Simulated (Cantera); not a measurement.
A closed system holds: 1 mol TiC, 0.082 mol C, 0.25 mol H2, at 1.00 bar.

Cantera equilibrium calculation (NASA polynomials, part measured and part estimated; ideal gas, pure solids and liquids). Candidate condensed phases: C, C6H6, C7H8, C8H18, Ti, TiC; 77 gas species. TiC: taken at fixed stoichiometry. Equilibrium is a limit: real reactors are often held back by kinetics, nucleation or transport.

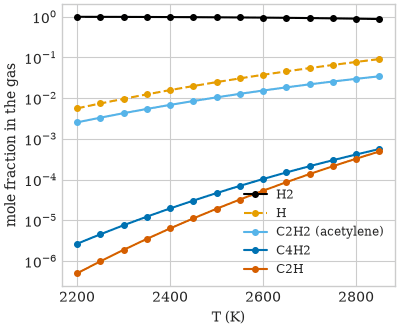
Equilibrium gas composition (values under 1e-9 drawn at 1e-9)

Task: Read off the mole fractions at 2400 K.

Result: H2 about 0.98, H about 0.016, C2H2 (acetylene) about 0.0068, C4H2 about 2.0e-5, C2H about 6.3e-6.
